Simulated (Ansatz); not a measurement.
# AlAsH₃ (doublet): one geometry, many settings

What do other methods and options give for AlAsH₃ (doublet) at this geometry, and how long do they take?

Computed with Ansatz 0.2.0, Gaussian basis. Level: the settings change from run to run.

24 further runs of the same task are left out: 3 for a known fault of the program, 9 that didn't finish, 12 set aside as unsound or not needed.

## (1) The geometry

The geometry is a PBE0/def2-TZVP stationary point (not a proven minimum). No spin-orbit coupling is included. The filled d shell of As may be among the frozen orbitals whatever the setting's name suggests; the logs give the count.

5 atoms, charge 0, spin multiplicity 2.

Atoms are counted from 1 here; the program's logs count them from 0.

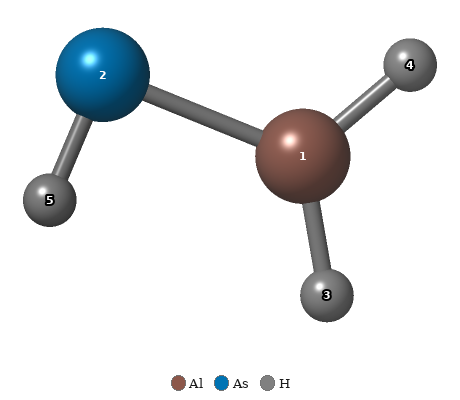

The geometry (aluminium brown, arsenic blue, hydrogen grey); atoms are numbered from 1 in the order of the file.

## (2) BCCD(T) on UHF/6-31G

in.yaml

```yaml
crystal:
  periodic: [false, false, false]
  atoms:
    - {symbol: Al, position_ang: [0.000000, 0.020463, 1.750773]}
    - {symbol: As, position_ang: [0.000000, -0.027757, -0.688843]}
    - {symbol: H, position_ang: [0.000000, 1.383794, 2.563130]}
    - {symbol: H, position_ang: [0.000000, -1.367803, 2.519896]}
    - {symbol: H, position_ang: [0.000000, 1.499472, -0.746751]}
basis:
  gaussian: {orbitals: 6-31G}
magnetization: {spin_polarized: true, initial_magnetization: 1}
correlation: {method: bccd_t, electrons: valence}
```

Run with:

```console
ansatz run in.yaml --threads 1 --pin off --events-out ev --progress --plain --max-ram 2393MiB
```

Standard output, shortened:

```text
Functional definition: HF
  name "HF"
  cite "Fock, Z. Phys. 61, 126 (1930) doi:10.1007/BF01340294"
  parent pbe
[...]
484 factors; integrals over basis functions are off by at most 3.7e-4 eV
[...]
mean field -67414.87232473 eV, -2477.4508624923 hartree, gradient 4.5e-6 eV, S^2 0.756440; 3 other end points of the search recorded, 0 dependent functions left out
determinant -67414.87232473 eV, -2477.4508624923 hartree, with singles and doubles -67421.44655949 eV, -2477.6924611635 hartree
determinant -67413.45645502 eV, -2477.3988302398 hartree, with singles and doubles -67420.17881833 eV, -2477.6458725352 hartree
14 core orbitals not correlated: weight in the atoms' cores, before any rotation towards them, 1.000 or more for the frozen orbitals, at most 0.000 for the correlated occupied ones
reference -67414.87232473 eV, -2477.4508624923 hartree; 11, 10 occupied and 23, 24 virtual orbitals, 484 factors
second order -6.16308458 eV of doubles, -0.00000000 eV of singles
cycle   1  -6.56851435 eV  change    5.7e-3 eV  update   5.0e-3
[...]
cycle   7  -6.56583874 eV  change   -9.1e-6 eV  update   8.8e-6
perturbative correction -0.08911859 eV, -0.0032750477 hartree
Total energy: -67421.52728206 eV, -2477.6954276631 hartree
```

It took 17 s on 1 thread of Intel Xeon at 2.50GHz, shared host.

From the report: ⟨S²⟩ of the determinant 0.756 (pure doublet: 0.75); correlation -6.6550 eV; largest double amplitude 0.05.

## (3) HF/6-31G*

Changes to in.yaml since step 2:

```diff
@@ -9,4 +9,5 @@
 basis:
-  gaussian: {orbitals: 6-31G}
+  gaussian: {orbitals: "6-31G*"}
 magnetization: {spin_polarized: true, initial_magnetization: 1}
-correlation: {method: bccd_t, electrons: valence}
+hamiltonian: {xc: hf}
+output: {orbitals: {seedname: orbitals}}
```

Same command.

Standard output:

```text
Functional definition: HF
  name "HF"
  cite "Fock, Z. Phys. 61, 126 (1930) doi:10.1007/BF01340294"
  parent pbe
  exchange = exact_x
  correlation = 0
592 factors; integrals over basis functions are off by at most 1.1e-3 eV
mean field evaluation 1: about -67416.6355 eV, gradient 7.3e0 eV
mean field evaluation 2: about -67416.6516 eV, gradient 7.4e0 eV
mean field evaluation 4: about -67417.3186 eV, gradient 6.3e-1 eV
mean field evaluation 8: about -67417.3261 eV, gradient 1.7e-3 eV
mean field evaluation 16: about -67417.2235 eV, gradient 8.6e-1 eV
mean field evaluation 32: about -67403.7196 eV, gradient 1.4e1 eV
mean field -67417.32609928 eV, -2477.5410370437 hartree, gradient 1.0e-5 eV, S^2 0.759814; 0 other end points of the search recorded, 0 dependent functions left out
reference -67417.32609928 eV, -2477.5410370437 hartree; 25, 24 occupied and 35, 36 virtual orbitals, 592 factors
Total energy: -67417.32609928 eV, -2477.5410370437 hartree
```

It took 8 s on 1 thread of Intel Xeon at 2.50GHz, shared host.

From the report: ⟨S²⟩ of the determinant 0.760 (pure doublet: 0.75).

## (4) CISD/cc-pVDZ

Changes to in.yaml since step 3:

```diff
@@ -9,5 +9,5 @@
 basis:
-  gaussian: {orbitals: "6-31G*"}
-magnetization: {spin_polarized: true, initial_magnetization: 1}
-hamiltonian: {xc: hf}
-output: {orbitals: {seedname: orbitals}}
+  gaussian: {orbitals: cc-pVDZ}
+magnetization: {spin_polarized: false, initial_magnetization: 1}
+correlation: {active_space: {ras: {orbitals: [5, 1, 35], electrons: 11, max_holes: 2, max_particles: 2}, fixed_orbitals: true}}
+scf: {lower_state_search: off}
```

Same command.

Standard output:

```text
Functional definition: HF
  name "HF"
  cite "Fock, Z. Phys. 61, 126 (1930) doi:10.1007/BF01340294"
  parent pbe
  exchange = exact_x
  correlation = 0
these checks for a lower state are left out or cut short: stability, starts, cluster_reference, orbital_swaps, neighbouring_geometries, increment
639 factors; integrals over basis functions are off by at most 1.3e-3 eV
mean field evaluation 1: about -67424.1995 eV, gradient 9.5e0 eV
mean field evaluation 2: about -67424.2119 eV, gradient 9.6e0 eV
mean field evaluation 4: about -67424.8161 eV, gradient 5.8e-1 eV
mean field evaluation 8: about -67424.8189 eV, gradient 1.6e-4 eV
mean field -67424.81893315 eV, -2477.8163936095 hartree, gradient 1.8e-6 eV, S^2 0.750000; 0 other end points of the search recorded, 0 dependent functions left out
reference -67424.81893315 eV, -2477.8163936095 hartree; 25, 24 occupied and 35, 36 virtual orbitals, 639 factors
state -67429.73645082 eV, -2477.9971090509 hartree
Total energy: -67429.73645082 eV, -2477.9971090509 hartree
Checks for a lower state left out: stability, starts, cluster_reference, orbital_swaps, neighbouring_geometries, increment
```

Wall time 11 s (1 thread of Intel Xeon at 2.50GHz, shared host).

From the report: 45,386 determinants.

## (5) MP2 on UHF/cc-pVDZ

Changes to in.yaml since step 4:

```diff
@@ -10,4 +10,4 @@
   gaussian: {orbitals: cc-pVDZ}
-magnetization: {spin_polarized: false, initial_magnetization: 1}
-correlation: {active_space: {ras: {orbitals: [5, 1, 35], electrons: 11, max_holes: 2, max_particles: 2}, fixed_orbitals: true}}
-scf: {lower_state_search: off}
+magnetization: {spin_polarized: true, initial_magnetization: 1}
+correlation: {method: mp2, electrons: outside_noble_gas}
+output: {forces: true}
```

Same command.

Standard output, shortened:

```text
Functional definition: HF
  name "HF"
  cite "Fock, Z. Phys. 61, 126 (1930) doi:10.1007/BF01340294"
  parent pbe
[...]
639 factors; integrals over basis functions are off by at most 1.3e-3 eV
[...]
mean field -67424.90881058 eV, -2477.8196965443 hartree, gradient 3.0e-6 eV, S^2 0.759487; 2 other end points of the search recorded, 0 dependent functions left out
19 core orbitals not correlated: weight in the atoms' cores, before any rotation towards them, 1.000 or more for the frozen orbitals, at most 0.000 for the correlated occupied ones
reference -67424.90881058 eV, -2477.8196965443 hartree; 6, 5 occupied and 35, 36 virtual orbitals, 639 factors
second order -4.22899571 eV of doubles, -0.00000000 eV of singles
[...]
Total energy: -67429.13780630 eV, -2477.9751092703 hartree
Atom 0 at     0.000000     0.020463     1.750773 Å, force    -0.000000    -0.011959     0.231386 eV/Å
Atom 1 at     0.000000    -0.027757    -0.688843 Å, force     0.000000     0.040369    -0.218428 eV/Å
Atom 2 at     0.000000     1.383794     2.563130 Å, force    -0.000000    -0.011990     0.001587 eV/Å
Atom 3 at     0.000000    -1.367803     2.519896 Å, force    -0.000000     0.011037     0.007793 eV/Å
Atom 4 at     0.000000     1.499472    -0.746751 Å, force     0.000000    -0.027458    -0.022339 eV/Å
Dipole moment:     0.000000     0.069918     0.055718 e Å
```

It took 11 s on 1 thread of Intel Xeon at 2.50GHz, shared host.

From the report: ⟨S²⟩ of the determinant 0.759 (pure doublet: 0.75).

## (6) HF/cc-pVDZ

Changes to in.yaml since step 5:

```diff
@@ -11,3 +11,4 @@
 magnetization: {spin_polarized: true, initial_magnetization: 1}
-correlation: {method: mp2, electrons: outside_noble_gas}
-output: {forces: true}
+hamiltonian: {xc: hf}
+accuracy: high
+output: {forces: true, orbitals: {seedname: orbitals}}
```

Launched as before.

Standard output, shortened:

```text
Functional definition: HF
  name "HF"
  cite "Fock, Z. Phys. 61, 126 (1930) doi:10.1007/BF01340294"
  parent pbe
[...]
1278 factors; integrals over basis functions are off by at most 4.5e-9 eV
[...]
mean field -67424.90888536 eV, -2477.8196992924 hartree, gradient 2.8e-8 eV, S^2 0.759487; 0 other end points of the search recorded, 0 dependent functions left out
[...]
reference -67424.90888536 eV, -2477.8196992924 hartree; 25, 24 occupied and 35, 36 virtual orbitals, 1278 factors
Total energy: -67424.90888536 eV, -2477.8196992924 hartree
Atom 0 at     0.000000     0.020463     1.750773 Å, force     0.000000    -0.093448     0.262374 eV/Å
Atom 1 at     0.000000    -0.027757    -0.688843 Å, force     0.000000     0.256080    -0.154486 eV/Å
Atom 2 at     0.000000     1.383794     2.563130 Å, force    -0.000000    -0.019286    -0.023758 eV/Å
Atom 3 at     0.000000    -1.367803     2.519896 Å, force     0.000000     0.018988     0.024760 eV/Å
Atom 4 at     0.000000     1.499472    -0.746751 Å, force     0.000000    -0.162335    -0.108890 eV/Å
Dipole moment:     0.000000     0.074272     0.111033 e Å
```

It took 17 s on 1 thread of Intel Xeon at 2.50GHz, shared host.

From the report: ⟨S²⟩ of the determinant 0.759 (pure doublet: 0.75).

## (7) NEVPT2(5,3)/STO-3G

Changes to in.yaml since step 6:

```diff
@@ -9,6 +9,5 @@
 basis:
-  gaussian: {orbitals: cc-pVDZ}
-magnetization: {spin_polarized: true, initial_magnetization: 1}
-hamiltonian: {xc: hf}
+  gaussian: {orbitals: STO-3G, fitting: {mean_field: def2-universal-jkfit}}
+magnetization: {spin_polarized: false, initial_magnetization: 1}
+correlation: {method: sc_nevpt2, electrons: valence, active_space: {window: {electrons: 5, orbitals: 3}}}
 accuracy: high
-output: {forces: true, orbitals: {seedname: orbitals}}
```

The command is unchanged.

Standard output:

```text
Functional definition: HF
  name "HF"
  cite "Fock, Z. Phys. 61, 126 (1930) doi:10.1007/BF01340294"
  parent pbe
  exchange = exact_x
  correlation = 0
448 factors; integrals over basis functions are off by at most 1.7e-2 eV
mean field evaluation 1: about -66667.5517 eV, gradient 1.3e1 eV
mean field evaluation 2: about -66668.3441 eV, gradient 2.7e0 eV
mean field evaluation 4: about -66668.3922 eV, gradient 6.4e-2 eV
mean field -66668.39218640 eV, -2450.0182233911 hartree, gradient 2.9e-8 eV, S^2 0.750000; 0 other end points of the search recorded, 0 dependent functions left out
reference -66668.39218640 eV, -2450.0182233911 hartree; 25, 24 occupied and 5, 6 virtual orbitals, 448 factors
state -66668.39218640 eV, -2450.0182233911 hartree
state -66668.39218640 eV, -2450.0182233911 hartree; corrected -66669.73569211 eV, -2450.0675963152 hartree
WARN: 2 active orbitals are nearly empty or full. The corrections depend on them more than the energy does, and are more stable in an active space without them
Total energy: -66669.73569211 eV, -2450.0675963152 hartree
```

Wall time 3.6 s (1 thread of Intel Xeon at 2.50GHz, shared host).

From the report: 1 determinant; active occupations 2.00, 2.00, 1.00. The report marks this result as in doubt.

## (8) BCCD on UHF/def2-mTZVP

in.yaml

```yaml
crystal:
  periodic: [false, false, false]
  atoms:
    - {symbol: Al, position_ang: [0.000000, 0.020463, 1.750773]}
    - {symbol: As, position_ang: [0.000000, -0.027757, -0.688843]}
    - {symbol: H, position_ang: [0.000000, 1.383794, 2.563130]}
    - {symbol: H, position_ang: [0.000000, -1.367803, 2.519896]}
    - {symbol: H, position_ang: [0.000000, 1.499472, -0.746751]}
basis:
  gaussian: {orbitals: def2-mTZVP}
magnetization: {spin_polarized: true, initial_magnetization: 1}
hamiltonian: {pseudopotentials: {relativity: none}}
correlation: {method: bccd, electrons: outside_noble_gas}
accuracy: high
scf: {omitted_lower_state_checks: [cluster_reference]}
```

Launched as before.

Standard output, shortened:

```text
Functional definition: HF
  name "HF"
  cite "Fock, Z. Phys. 61, 126 (1930) doi:10.1007/BF01340294"
  parent pbe
[...]
1195 factors; integrals over basis functions are off by at most 4.5e-9 eV
[...]
mean field -67425.56817194 eV, -2477.8439276270 hartree, gradient 1.9e-8 eV, S^2 0.759585; 2 other end points of the search recorded, 0 dependent functions left out
19 core orbitals not correlated: weight in the atoms' cores, before any rotation towards them, 1.000 or more for the frozen orbitals, at most 0.000 for the correlated occupied ones
reference -67425.56817194 eV, -2477.8439276270 hartree; 6, 5 occupied and 42, 43 virtual orbitals, 1195 factors
second order -3.62166860 eV of doubles, -0.00000000 eV of singles
cycle   1  -4.23777539 eV  change   -6.2e-1 eV  update   6.7e-2
[...]
cycle  22  -4.49566749 eV  change  -2.1e-10 eV  update  7.2e-10
Total energy: -67430.06383943 eV, -2478.0091403600 hartree
Checks for a lower state left out: cluster_reference
```

It took 22 s on 1 thread of Intel Xeon at 2.50GHz, shared host; peak memory 0.31 GiB.

From the report: ⟨S²⟩ of the determinant 0.760 (pure doublet: 0.75); correlation -4.4957 eV; largest double amplitude 0.04.

## (9) NEVPT4(SD)(1,5)/6-31G

in.yaml

```yaml
crystal:
  periodic: [false, false, false]
  atoms:
    - {symbol: Al, position_ang: [0.000000, 0.020463, 1.750773]}
    - {symbol: As, position_ang: [0.000000, -0.027757, -0.688843]}
    - {symbol: H, position_ang: [0.000000, 1.383794, 2.563130]}
    - {symbol: H, position_ang: [0.000000, -1.367803, 2.519896]}
    - {symbol: H, position_ang: [0.000000, 1.499472, -0.746751]}
basis:
  gaussian: {orbitals: 6-31G}
magnetization: {spin_polarized: false, initial_magnetization: 1}
correlation: {method: fic_nevpt4_sd, electrons: outside_noble_gas, active_space: {window: {electrons: 1, orbitals: 5}}}
```

The command is unchanged.

Standard output, shortened:

```text
Functional definition: HF
  name "HF"
  cite "Fock, Z. Phys. 61, 126 (1930) doi:10.1007/BF01340294"
  parent pbe
[...]
484 factors; integrals over basis functions are off by at most 3.7e-4 eV
[...]
mean field -67414.83341940 eV, -2477.4494327477 hartree, gradient 1.8e-6 eV, S^2 0.750000; 2 other end points of the search recorded, 0 dependent functions left out
reference -67414.83341940 eV, -2477.4494327477 hartree; 25, 24 occupied and 23, 24 virtual orbitals, 484 factors
state -67414.83341940 eV, -2477.4494327477 hartree
state -67414.83341940 eV, -2477.4494327477 hartree; corrected -67417.67452079 eV, -2477.5538412978 hartree
WARN: 4 active orbitals are nearly empty or full. The corrections depend on them more than the energy does, and are more stable in an active space without them
Total energy: -67417.67452079 eV, -2477.5538412978 hartree
```

It took 11 s on 1 thread of Intel Xeon at 2.50GHz, shared host.

From the report: 2 determinants; active occupations 1.00, 0.00, 0.00, 0.00, 0.00. The report marks this result as in doubt.

## (10) MRCISD+Q(5,4)/6-31G

Changes to in.yaml since step 9:

```diff
@@ -11,2 +11,3 @@
 magnetization: {spin_polarized: false, initial_magnetization: 1}
-correlation: {method: fic_nevpt4_sd, electrons: outside_noble_gas, active_space: {window: {electrons: 1, orbitals: 5}}}
+correlation: {method: fic_mrcisd_q, electrons: outside_noble_gas, active_space: {window: {electrons: 5, orbitals: 4}}}
+accuracy: high
```

The command is unchanged.

Standard output, shortened:

```text
Functional definition: HF
  name "HF"
  cite "Fock, Z. Phys. 61, 126 (1930) doi:10.1007/BF01340294"
  parent pbe
[...]
907 factors; integrals over basis functions are off by at most 4.7e-9 eV
[...]
mean field -67414.83372257 eV, -2477.4494438891 hartree, gradient 1.9e-8 eV, S^2 0.750000; 2 other end points of the search recorded, 0 dependent functions left out
reference -67414.83372257 eV, -2477.4494438891 hartree; 25, 24 occupied and 23, 24 virtual orbitals, 907 factors
state -67415.36479882 eV, -2477.4689605812 hartree
contracted CI cycle   1: correlation 0.00000000 eV, 0.0000000000 hartree, residual 1.04e1 eV
contracted CI cycle   2: correlation -2.17032170 eV, -0.0797578514 hartree, residual 2.00e0 eV
contracted CI cycle   3: correlation -2.26427179 eV, -0.0832104534 hartree, residual 5.96e-1 eV
contracted CI cycle   4: correlation -2.27188892 eV, -0.0834903779 hartree, residual 1.97e-1 eV
[...]
contracted CI cycle  10: correlation -2.50926053 eV, -0.0922136238 hartree, residual 1.29e-4 eV
contracted CI cycle  11: correlation -2.50926053 eV, -0.0922136238 hartree, residual 3.92e-5 eV
contracted CI cycle  12: correlation -2.50926053 eV, -0.0922136238 hartree, residual 1.24e-5 eV
contracted CI cycle  13: correlation -2.50926053 eV, -0.0922136238 hartree, residual 3.95e-6 eV
contracted CI cycle  14: correlation -2.50926053 eV, -0.0922136238 hartree, residual 1.25e-6 eV
state -67415.10628385 eV, -2477.4594603313 hartree; corrected -67417.79725234 eV, -2477.5583515993 hartree
state -67415.10628385 eV, -2477.4594603313 hartree; corrected -67417.79725234 eV, -2477.5583515993 hartree
the orbitals are reached from a further start. From the first start the search ends at -67415.36479029 eV, -2477.4689602675 hartree
WARN: the results are in doubt because another end's mean lies 0.259 eV lower, and its corrected mean 0.009 eV higher
Total energy: -67417.79725234 eV, -2477.5583515993 hartree
In doubt: another end's mean lies 0.259 eV lower, and its corrected mean 0.009 eV higher
```

It took 26 s on 1 thread of Intel Xeon at 2.50GHz, shared host.

From the report: 12 determinants; active occupations 2.00, 1.98, 1.00, 0.02. The program marks this result as in doubt; its last lines say why.

## (11) All runs side by side

Where basis and cores are those of an earlier UCCSDT(Q)/cc-pVDZ run (-67430.3144 eV), and the state is the same kind, the miss against it is given. † marks a result that the program doubts.

| level | correlated | functions | energy (eV) | from UCCSDT(Q) (meV) | time |
| --- | --- | --- | --- | --- | --- |
| BCCD(T) on UHF/6-31G | valence | 48 | -67421.5273 |  | 17 s |
| HF/6-31G* |  | 60 | -67417.3261 |  | 8 s |
| CISD/cc-pVDZ | outside noble gas | 60 | -67429.7365 | 578.0 | 11 s |
| MP2 on UHF/cc-pVDZ | outside noble gas | 60 | -67429.1378 | 1176.6 | 11 s |
| HF/cc-pVDZ |  | 60 | -67424.9089 | 5405.5 | 17 s |
| NEVPT2(5,3)/STO-3G † | valence | 30 | -66669.7357 |  | 3.6 s |
| BCCD on UHF/def2-mTZVP | outside noble gas | 67 | -67430.0638 |  | 22 s |
| NEVPT4(SD)(1,5)/6-31G † | outside noble gas | 48 | -67417.6745 |  | 11 s |
| MRCISD+Q(5,4)/6-31G † | outside noble gas | 48 | -67417.7973 |  | 26 s |

## (12) Results

| quantity | value |
| --- | --- |
| runs | 9 |
| quickest | NEVPT2(5,3)/STO-3G †, 3.6 s |
| slowest | MRCISD+Q(5,4)/6-31G †, 26 s |

What this shows: Total energies in different bases, with other cores or another treatment of relativity can't be set against each other. MRCISD+Q(5,4)/6-31G † took 7 times as long as NEVPT2(5,3)/STO-3G †; the jobs differ in more than the method. Among the correlated runs with a miss given, it spans +578 to +1177 meV. Hartree-Fock, CASSCF and CASCI lack dynamic correlation by design.
